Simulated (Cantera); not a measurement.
Charge: 1 mol SiCl₄, 0.52 mol Cl₂, 14 mol N₂, equilibrated at 9.90 mbar.

These are equilibrium values from Cantera (NASA tables, ideal gas, pure condensed phases), not measurements of a reactor. Candidate condensed phases: Si, Si₃N₄; 13 gas species. The tables' values for SiCl₃ are old estimates; treat these amounts as uncertain. The numbers say what is thermodynamically allowed, not how fast it happens.

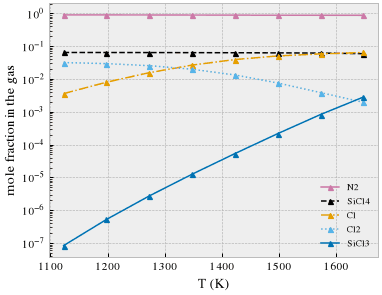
*Equilibrium gas composition (values under 1e-9 drawn at 1e-9)*

**Question.** Read off the mole fractions at 1123 K.

**Answer.** N₂ about 0.90, SiCl₄ about 0.064, Cl₂ about 0.032, Cl about 0.0036, SiCl₃ about 8.3e-8.
